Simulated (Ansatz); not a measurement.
# Calculations on CH5BClNO

Part 1: Relaxation

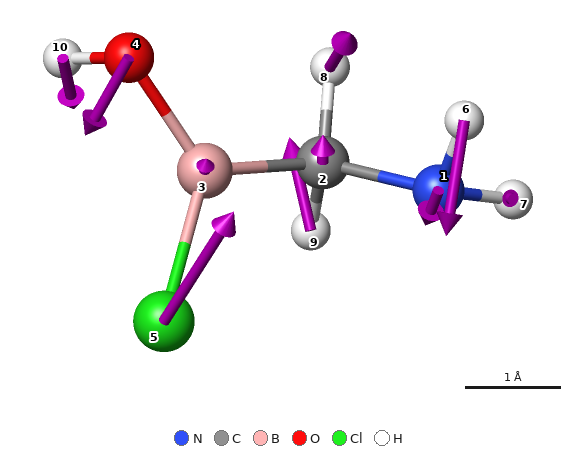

A relaxation of CH5BClNO. The starting structure is drawn; purple arrows show the displacements, at their true length. The two geometries are superimposed by the best rigid fit.

Style: ball-and-stick. Shown at a tilt.

The run prepares an end point of a later path (torsion) calculation, from a guessed geometry.

All numbers below come from RKS CAM-B3LYP-D4/def2-SVP (Ansatz).

Input file:
```yaml
crystal:
  periodic: [false, false, false]
  atoms:
    - { symbol: "N", position_ang: [0.1372, 1.1711, 1.0329] }
    - { symbol: C, position_ang: [-0.5662, 0.192, 0.2076] }
    - { symbol: B, position_ang: [0.4459, -0.4326, -0.8332] }
    - { symbol: O, position_ang: [0.8607, -1.8503, -0.7732] }
    - { symbol: Cl, position_ang: [1.2968, 0.6285, -2.0988] }
    - { symbol: H, position_ang: [0.732, 0.7557, 1.694] }
    - { symbol: H, position_ang: [-0.6229, 1.6836, 1.6011] }
    - { symbol: H, position_ang: [-0.9389, -0.5885, 0.853] }
    - { symbol: H, position_ang: [-1.3899, 0.6689, -0.3273] }
    - { symbol: H, position_ang: [0.1285, -2.2796, -1.3532] }
basis:
  gaussian: { orbitals: def2-SVP }
hamiltonian:
  xc: cam_b3lyp
  dispersion: d4
relax:
  f_tol: 0.015
  max_steps: 40
```

Run as
```bash
ansatz run input.yaml --threads 2 --pin off --max-ram 3072MiB --backend cpu --events-out ev --progress --plain --runs-dir out
```

Question: What happened in the run?

Answer: The atom that moves furthest after the best rigid fit is Cl5 (1.66 Å). Largest moves by element: Cl 1.66 Å, H 1.23 Å, O 1.09 Å, N 0.58 Å, C 0.33 Å, B 0.19 Å. Among the contacts that change: B3–O4 1.478 → 1.343 Å, B3–Cl5 1.858 → 1.773 Å, O4–H10 1.028 → 0.965 Å, N1–H7 1.079 → 1.017 Å. Bond angles that change, for instance: B3–O4–H10 100.2° → 113.5°, N1–C2–H8 108.2° → 114.6°, C2–N1–H7 106.1° → 111.6°. Groups turn about C2–B3 by about 100°, B3–O4 by about 85°, N1–C2 by about 25°. The energy falls by 29.1 kcal/mol in 22 accepted moves (23 points after the start). Largest force component: 3 eV/Å at the start, 0.0096 eV/Å at the end. The line search rejected the trial step at point 5 of the run.

Part 2: Relaxation

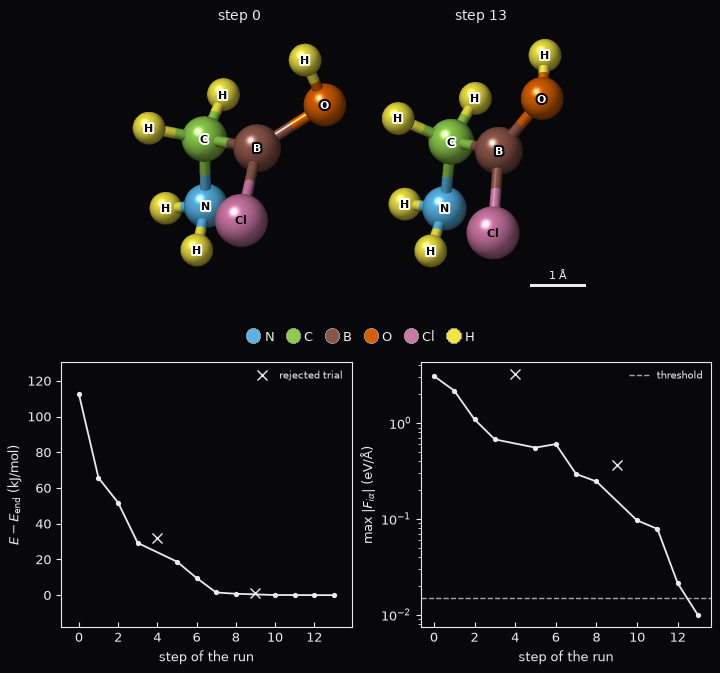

First and last geometry of a relaxation of CH5BClNO, with the history of the run. Style: ball-and-stick. Shown from a free direction.

The run prepares an end point of a later path (torsion) calculation, from a guessed geometry.

Method: Ansatz 0.2.0, RKS CAM-B3LYP-D4/def2-SVP.

The input:
```yaml
crystal:
  periodic: [false, false, false]
  atoms:
    - { symbol: "N", position_ang: [0.1372, 1.1711, 1.0329] }
    - { symbol: C, position_ang: [-0.5662, 0.192, 0.2076] }
    - { symbol: B, position_ang: [-1.74572, 0.91143, -0.55979] }
    - { symbol: O, position_ang: [-1.74218, 1.07795, -2.02873] }
    - { symbol: Cl, position_ang: [-3.1317, 1.73281, 0.36549] }
    - { symbol: H, position_ang: [0.732, 0.7557, 1.694] }
    - { symbol: H, position_ang: [-0.6229, 1.6836, 1.6011] }
    - { symbol: H, position_ang: [0.13251, -0.20886, -0.51055] }
    - { symbol: H, position_ang: [-0.97189, -0.6075, 0.8307] }
    - { symbol: H, position_ang: [-2.20164, 0.20332, -2.31286] }
basis:
  gaussian: { orbitals: def2-SVP }
hamiltonian:
  xc: cam_b3lyp
  dispersion: d4
relax:
  f_tol: 0.015
  max_steps: 40
```

Command:
```bash
ansatz run input.yaml --threads 2 --pin off --max-ram 3072MiB --backend cpu --events-out ev --progress --plain --runs-dir out
```

Q: Read the history and describe the run.

A: It converged. After 11 accepted moves (13 points after the start) the energy has fallen by 112.7 kJ/mol. The largest force component goes from 3.1 to 0.0099 eV/Å. The line search rejected the trial steps at points 4, 9 of the run. The largest move after the best rigid fit is that of O4, 0.65 Å. Largest moves by element: O 0.65 Å, H 0.58 Å, Cl 0.37 Å, C 0.13 Å, B 0.12 Å, N 0.10 Å. Some distances before and after: B3–O4 1.478 → 1.343 Å, B3–Cl5 1.858 → 1.773 Å, O4–H10 1.028 → 0.965 Å, N1–H7 1.079 → 1.018 Å. Bond angles that change, for instance: B3–O4–H10 100.2° → 113.6°, H8–C2–H9 110.4° → 104.9°, B3–C2–H9 109.5° → 105.0°. Groups turn about B3–O4 by about 90°, C2–B3 by about 30°. The run took 38 s on 2 threads of Arm Neoverse V2 (shared host), peak memory 0.24 GiB.

Part 3: Path

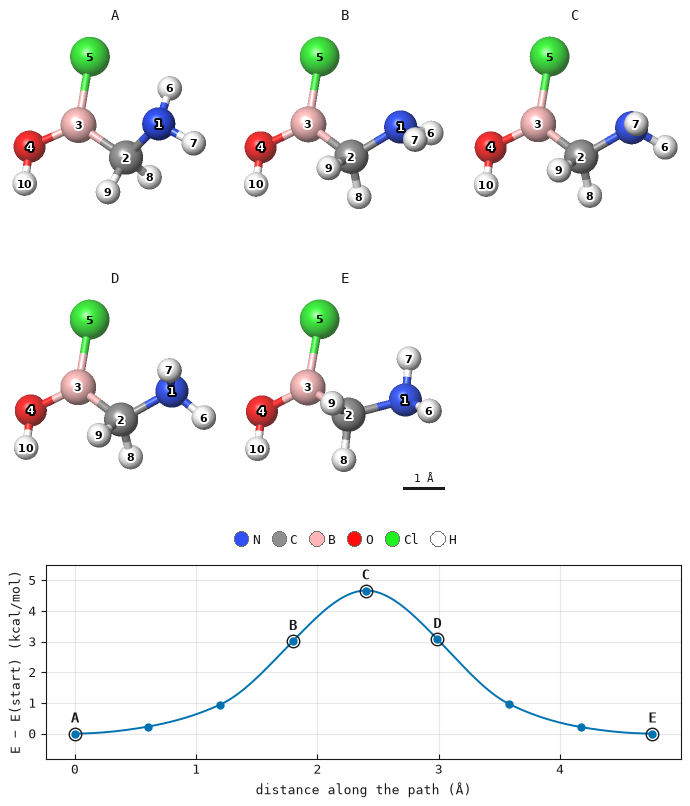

A search for the minimum-energy path of CH₅BClNO by the nudged elastic band. Images are numbered from 0 (start) to 8 (end). Frames A to E are images 0, 3, 4, 5, 8. Style: ball-and-stick. Shown at a tilt.

These are results of Ansatz, RKS CAM-B3LYP-D4/def2-SVP, not measurements.

The input:
```yaml
crystal:
  periodic: [false, false, false]
  atoms:
    - { symbol: "N", position_ang: [-0.291327, 1.356844, 0.728335] }
    - { symbol: C, position_ang: [-0.382437, -0.055644, 0.406657] }
    - { symbol: B, position_ang: [0.561979, -0.493599, -0.777494] }
    - { symbol: O, position_ang: [0.261592, -1.449393, -1.671526] }
    - { symbol: Cl, position_ang: [2.171559, 0.235498, -0.923281] }
    - { symbol: H, position_ang: [0.683636, 1.639868, 0.804635] }
    - { symbol: H, position_ang: [-0.739783, 1.569008, 1.616145] }
    - { symbol: H, position_ang: [-0.125413, -0.742645, 1.24913] }
    - { symbol: H, position_ang: [-1.425986, -0.308471, 0.141471] }
    - { symbol: H, position_ang: [-0.63062, -1.802665, -1.57117] }
basis:
  gaussian: { orbitals: def2-SVP }
hamiltonian:
  xc: cam_b3lyp
  dispersion: d4
neb:
  order_check: false
  images: 7
  f_tol: 0.05
  max_iterations: 60
  initial_path: idpp
  final_atoms:
    - { symbol: "N", position_ang: [0.16258838, 0.92207176, 1.26040696] }
    - { symbol: C, position_ang: [-0.46592762, 0.02460526, 0.3081227] }
    - { symbol: B, position_ang: [0.49731576, -0.4325577, -0.8533866] }
    - { symbol: O, position_ang: [0.46499375, -1.64323386, -1.43264999] }
    - { symbol: Cl, position_ang: [1.65564654, 0.72727089, -1.52992025] }
    - { symbol: H, position_ang: [-0.522986, 1.35890536, 1.87172339] }
    - { symbol: H, position_ang: [0.65196704, 1.66923139, 0.77156451] }
    - { symbol: H, position_ang: [-0.83771563, -0.87298331, 0.83628061] }
    - { symbol: H, position_ang: [-1.36172353, 0.44665668, -0.20834355] }
    - { symbol: H, position_ang: [-0.16095868, -2.25116547, -1.02089578] }
```

Run as
```bash
ansatz run input.yaml --threads 2 --pin off --max-ram 3072MiB --backend cpu --events-out ev --progress --plain --runs-dir out
```

Question: Read off the barrier and say what moves.

Answer: The motion is a rotation about the N1–C2 bond by about 145°, with a turn of about 70° about C2–B3. No bond forms or breaks between the ends. Among the angles between lasting bonds that change up to the highest image: N1–C2–H8 114.6° → 111.5°, N1–C2–B3 113.5° → 116.6°. The barrier is about 4.67 kcal/mol in both directions, with image 4 at the top; the ends have the same energy. The band is converged.

The run took 2.3 min on 2 threads of Arm Neoverse V2 (shared host), peak memory 0.25 GiB.
